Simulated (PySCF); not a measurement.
CH2F6Si2, SMILES F[Si](F)([SiH2]C(F)(F)F)F, singlet at its GFN2-xTB optimised geometry (Å):

```
11

F      0.3162    -2.5177    -1.3921
C     -0.9382    -2.0454    -1.5322
F     -1.6220    -2.4542    -0.4461
F     -1.4726    -2.6914    -2.5837
Si    -0.9901    -0.1097    -1.7713
Si     0.0373     0.9073     0.0000
F     -0.3247     0.4479     1.4715
F      1.6220     0.9073     0.0000
F     -0.3209     2.4542     0.0000
H     -2.4247     0.1749    -1.8773
H     -0.2995     0.0859    -3.0502
```

Computed with PBE0/def2-TZVP in PySCF. Cells within 0.4 Å of a nucleus heavier than hydrogen are left out (blank, or x).

Map of the LUMO amplitude (bohr^(-3/2)) on the plane z = 0.0 Å; orbital energy -1.64 eV, overall sign arbitrary:

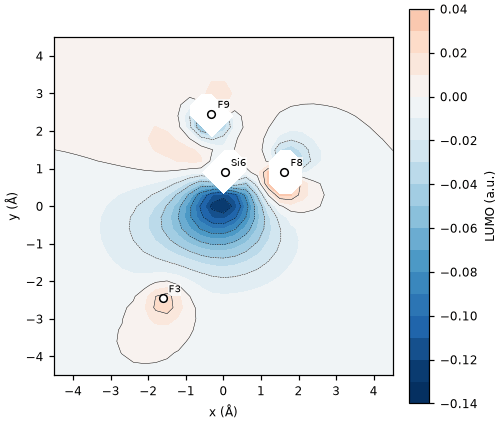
*LUMO amplitude (bohr^(-3/2)) on the plane z = 0.0 Å.*
